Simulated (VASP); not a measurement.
# Sb2Pd: structure and properties in VASP, part 5 of 5

How well does PBEsol reproduce what experiment finds for Sb2Pd? The cell is relaxed first, and properties follow on it. The start is a cell from a database of measured crystal structures.

VASP 6.6.1, plane waves and PAW; the level of theory is named at each step.

Still holding for the runs below: The k-mesh is coarse for a metal.

So far. Step 11 (Volume scan with PBEsol, volume scale 1.02): The run ends at a pressure of -1.96 GPa, with forces up to 0.022 eV/Å.

### 12. Volume scan with PBEsol, volume scale 1.04

Level of this step: PBEsol; plane waves and PAW (Sb, Pd) (VASP).

Input file INCAR:

```
SYSTEM = Sb2Pd
PREC = Accurate
ENCUT = 400
EDIFF = 1E-06
NELM = 100
ISMEAR = 0
SIGMA = 0.05
LREAL = .FALSE.
ALGO = Normal
GGA = PS
NBANDS = 52
LASPH = .TRUE.
LORBIT = 11
LWAVE = .FALSE.
LCHARG = .FALSE.
KPAR = 8
ISIF = 2
```

Input file POSCAR:

```
Sb2Pd
1.0
    6.5471547055      0.0000000000      0.0000000000
    0.0000000000      6.5471547055      0.0000000000
    0.0000000000      0.0000000000      6.5471547055
Sb Pd
8 4
Direct
    0.3722996310      0.3722996310      0.3722996310
    0.1277003690      0.6277003690      0.8722996310
    0.8722996310      0.1277003690      0.6277003690
    0.6277003690      0.8722996310      0.1277003690
    0.6277003690      0.6277003690      0.6277003690
    0.8722996310      0.3722996310      0.1277003690
    0.1277003690      0.8722996310      0.3722996310
    0.3722996310      0.1277003690      0.8722996310
    0.0000000000      0.0000000000      0.0000000000
    0.5000000000      0.0000000000      0.5000000000
    0.5000000000      0.5000000000      0.0000000000
    0.0000000000      0.5000000000      0.5000000000
```

Input file KPOINTS:

```
Automatic mesh
0
Gamma
4 4 4
0 0 0
```

Potentials, in the order of the species: Sb and Pd (PBE family, release 64).

Launch:

```console
mpirun -np 8 vasp_std
```

The program printed:

```text
[... set-up lines as in an earlier step ...]
 entering main loop
       N       E                     dE             d eps       ncg     rms          rms(c)
DAV:   1     0.398759296047E+03    0.39876E+03   -0.26418E+04  1144   0.106E+03
DAV:   2    -0.402949932836E+02   -0.43905E+03   -0.41517E+03  1296   0.227E+02
DAV:   3    -0.658923807687E+02   -0.25597E+02   -0.24689E+02  1320   0.569E+01
DAV:   4    -0.664298576033E+02   -0.53748E+00   -0.53295E+00  1316   0.869E+00
[...]
DAV:  12    -0.649030674737E+02    0.11055E-04   -0.11187E-04  1176   0.678E-02    0.460E-02
DAV:  13    -0.649030650792E+02    0.23945E-05   -0.61908E-06  1216   0.950E-03    0.119E-02
DAV:  14    -0.649030649238E+02    0.15537E-06   -0.88363E-07   572   0.473E-03
   1 F= -.64903065E+02 E0= -.64902120E+02  d E =-.189054E-02
```

Run time: 38 s. Hardware: 8 MPI ranks of Intel Xeon Platinum 8259CL at 2.50GHz (Skylake/Cascade Lake), shared host; peak memory 2.9 GiB.

Parts of OUTCAR (step 12):

```text
  Total       -6.4841706     -6.4841706     -6.4841706      0.0000000      0.0000000      0.0000000
  in kB      -37.0175105    -37.0175105    -37.0175105      0.0000000      0.0000000      0.0000000
  external PRESSURE =     -37.0175105 kB  Pullay stress =       0.0000000 kB

 POSITION                                       TOTAL-FORCE (eV/Angst)
 -----------------------------------------------------------------------------------
      2.43750      2.43750      2.43750         0.025652      0.025652      0.025652
      0.83607      4.10965      5.71108        -0.025652     -0.025652      0.025652
      5.71108      0.83607      4.10965         0.025652     -0.025652     -0.025652
      4.10965      5.71108      0.83607        -0.025652      0.025652     -0.025652
      4.10965      4.10965      4.10965        -0.025652     -0.025652     -0.025652
      5.71108      2.43750      0.83607         0.025652      0.025652     -0.025652
      0.83607      5.71108      2.43750        -0.025652      0.025652      0.025652
      2.43750      0.83607      5.71108         0.025652     -0.025652      0.025652
      0.00000      0.00000      0.00000         0.000000      0.000000     -0.000000
      3.27358      0.00000      3.27358         0.000000      0.000000     -0.000000
      3.27358      3.27358      0.00000         0.000000      0.000000     -0.000000
      0.00000      3.27358      3.27358         0.000000      0.000000     -0.000000
 -----------------------------------------------------------------------------------
    total drift:                                0.000000      0.000000     -0.000000

  FREE ENERGIE OF THE ION-ELECTRON SYSTEM (eV)
  ---------------------------------------------------
  free  energy   TOTEN  =       -64.9030649238 eV

  energy  without entropy=      -64.9011743846  energy(sigma->0) =      -64.90211965

[... 1 part as in an earlier step ...]

[... 2 further parts left out ...]
[key lines of the parts left out:]
E-fermi :   8.1382
```

The pressure falls from -1.96 to -3.70 GPa.

The run ends at a pressure of -3.70 GPa, with forces up to 0.044 eV/Å.

### 13. Volume scan with PBEsol, volume scale 1.06

A prediction first. A parabola through the 6 pressures of evenly scaled cells so far, P = -0.01 -104.6 t +269 t² GPa with t = ln(V/V₁) and V₁ the volume at scale 1, gives -5.19 GPa at t = +0.0583.

INCAR is that of step 12.

POSCAR: that of step 12 with these lines changed.

```diff
@@ -2,5 +2,5 @@
 1.0
-    6.5471547055      0.0000000000      0.0000000000
-    0.0000000000      6.5471547055      0.0000000000
-    0.0000000000      0.0000000000      6.5471547055
+    6.5888574522      0.0000000000      0.0000000000
+    0.0000000000      6.5888574522      0.0000000000
+    0.0000000000      0.0000000000      6.5888574522
 Sb Pd
```

KPOINTS is that of step 12.

Launch:

```console
mpirun -np 8 vasp_std
```

The program printed:

```text
[... set-up lines as in an earlier step ...]
 entering main loop
       N       E                     dE             d eps       ncg     rms          rms(c)
DAV:   1     0.400659979504E+03    0.40066E+03   -0.26383E+04  1144   0.105E+03
DAV:   2    -0.388795190171E+02   -0.43954E+03   -0.41514E+03  1280   0.226E+02
DAV:   3    -0.656321329944E+02   -0.26753E+02   -0.25703E+02  1344   0.574E+01
DAV:   4    -0.662239890009E+02   -0.59186E+00   -0.58658E+00  1304   0.887E+00
[...]
DAV:  12    -0.647554823524E+02    0.92779E-05   -0.12017E-04  1192   0.690E-02    0.470E-02
DAV:  13    -0.647554800807E+02    0.22716E-05   -0.61701E-06  1188   0.101E-02    0.128E-02
DAV:  14    -0.647554798630E+02    0.21777E-06   -0.10496E-06   572   0.551E-03
   1 F= -.64755480E+02 E0= -.64754620E+02  d E =-.171964E-02
```

Wall time 39 s (8 MPI ranks); peak memory 2.9 GiB.

From OUTCAR (step 13):

```text
  Total       -9.3664462     -9.3664462     -9.3664462     -0.0000000      0.0000000      0.0000000
  in kB      -52.4632378    -52.4632378    -52.4632378     -0.0000000      0.0000000      0.0000000
  external PRESSURE =     -52.4632378 kB  Pullay stress =       0.0000000 kB

 POSITION                                       TOTAL-FORCE (eV/Angst)
 -----------------------------------------------------------------------------------
      2.45303      2.45303      2.45303         0.038299      0.038299      0.038299
      0.84140      4.13583      5.74746        -0.038299     -0.038299      0.038299
      5.74746      0.84140      4.13583         0.038299     -0.038299     -0.038299
      4.13583      5.74746      0.84140        -0.038299      0.038299     -0.038299
      4.13583      4.13583      4.13583        -0.038299     -0.038299     -0.038299
      5.74746      2.45303      0.84140         0.038299      0.038299     -0.038299
      0.84140      5.74746      2.45303        -0.038299      0.038299      0.038299
      2.45303      0.84140      5.74746         0.038299     -0.038299      0.038299
      0.00000      0.00000      0.00000        -0.000000     -0.000000      0.000000
      3.29443      0.00000      3.29443        -0.000000     -0.000000      0.000000
      3.29443      3.29443      0.00000        -0.000000     -0.000000      0.000000
      0.00000      3.29443      3.29443        -0.000000     -0.000000      0.000000
 -----------------------------------------------------------------------------------
    total drift:                                0.000000      0.000000     -0.000000

  FREE ENERGIE OF THE ION-ELECTRON SYSTEM (eV)
  ---------------------------------------------------
  free  energy   TOTEN  =       -64.7554798630 eV

  energy  without entropy=      -64.7537602228  energy(sigma->0) =      -64.75462004

[... 1 part as in an earlier step ...]

[... 2 further parts left out ...]
[key lines of the parts left out:]
E-fermi :   7.8641
```

The pressure falls from -3.70 to -5.25 GPa. The parabola predicted -5.19 GPa, +0.06 GPa off.

### 14. The series together

Times are for 8 MPI ranks of Intel Xeon Platinum 8259CL at 2.50GHz (Skylake/Cascade Lake), shared host. The series side by side:

| no. | volume scale | energy above the lowest point (meV/atom) | pressure (GPa) | time | memory (GiB) |
| --- | --- | --- | --- | --- | --- |
| 1 | 0.94 | 30.73 | 7.501 | 24 s | 2.5 |
| 2 | 0.96 | 13.36 | 4.697 | 24 s | 2.5 |
| 3 | 0.98 | 3.37 | 2.212 | 24 s | 2.5 |
| 4 | 1 | 0 | 0.002022 | 24 s | 2.5 |
| 5 | 1.02 | 2.45 | -1.960 | 30 s | 2.5 |
| 6 | 1.04 | 10.12 | -3.702 | 38 s | 2.9 |
| 7 | 1.06 | 22.42 | -5.246 | 39 s | 2.9 |

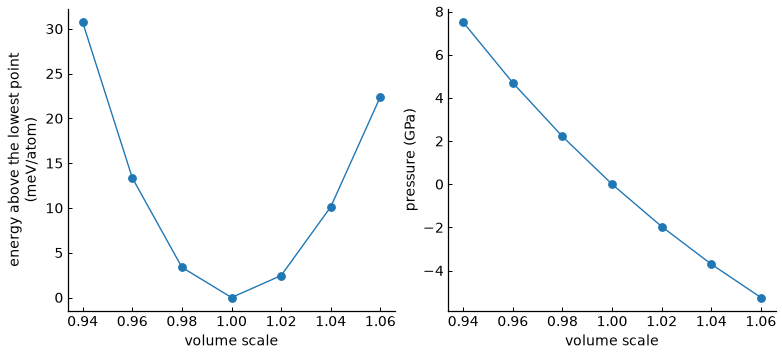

The series as plots.

### 15. Fit for PBEsol

This step: Birch-Murnaghan fit, PBEsol; plane waves and PAW (VASP 6.6.1).

No new run; the numbers come from the runs before.

Numbers from this step:

| Quantity | Value |
| --- | --- |
| pressure derivative of the bulk modulus | 4.865 |
| r.m.s. error of the fit | 5.99e-6 eV/atom |
| minimum inside the sampled range | yes |
| bulk modulus | 103.5 GPa |
| equilibrium volume of the fit | 22.51 Å³/atom |

The energy above the fitted minimum by volume:

| volume (Å³/atom) | energy above the fitted minimum (eV/atom) |
| --- | --- |
| 21.14 | 0.0307 |
| 21.59 | 0.0134 |
| 22.04 | 0.00339 |
| 22.49 | 1.7e-5 |
| 22.94 | 0.00247 |
| 23.39 | 0.0101 |
| 23.84 | 0.0224 |

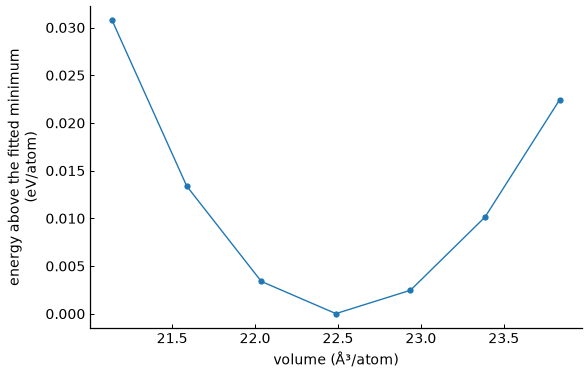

Energy above the fitted minimum, plotted against volume.

The fitted volume lies +0.12 % from the relaxed one. At a finite cutoff and mesh the minimum of the energy and the zero of the stress don't quite coincide, and the relaxation stops at a threshold. The atoms bear forces along the scan, since they were held; freeing them would lower the modulus.

### 16. Summary of results

- relaxed volume: 22.49 Å³/atom
- relaxed conventional cell a, b, c: 6.462, 6.462, 6.462 Å
- space group after relaxing, within 0.02 Å: Pa-3 (No. 205)
- band gap: none, a metal
- DOS at the Fermi level: 3.25 states/eV/cell
- band gap (PBEsol + SOC): none, a metal
- bulk modulus from the fit: 104 GPa
- volume from the fit: 22.5 Å³/atom

With PBEsol, Sb2Pd relaxes to 22.49 Å³/atom in space group Pa-3 (held by the symmetry of the run), comes out as a metal and has a bulk modulus of 104 GPa at fixed shape and positions, an upper bound. Against the listed cell the volume lies +0.2 %. Band structure (PBEsol): Of the bands kept, 5 cross the Fermi level on this path. Band structure (PBEsol + SOC): Of the bands kept, 10 cross the Fermi level on this path (spinor bands, one electron each). The k-sampling is coarse for a metal, so the Fermi level, pressures and the shape of the cell carry errors. No search among competing phases was made, and a listed structure need not be the one stable at ambient conditions. All values are for a static lattice at zero temperature.

Comparison with the measured values:

| quantity | measured | PBEsol |
| --- | --- | --- |
| lattice constant a (Å) | 6.464 | 6.462 (-0.0 %) |

Measured values from arxiv:1904.08014 (2019).

Verdict: The lattice constant a matches within 0.05 %: good agreement. The grades are ours: good and fair within 0.7 and 1.5 % for the lattice constant a. Zero-point motion and thermal expansion (measured at up to 300 K) are not in the computed lattice constants.

[Lines on the potential files, build, host, timing and source positions are cut from VASP's logs without a mark.]

[Logs are printed without paths, hosts, clocks, repeated set-up lines and the standing remarks that a program may print on its own settings, such as how far it seeks lower states.]

[Hosts, paths, dates, database ids (printed as entryN), source tags and the programs' standing remarks are cut or masked in the printed files.]

[A measured line is paired with the nearest computed mode of its activity, which favours agreement.]
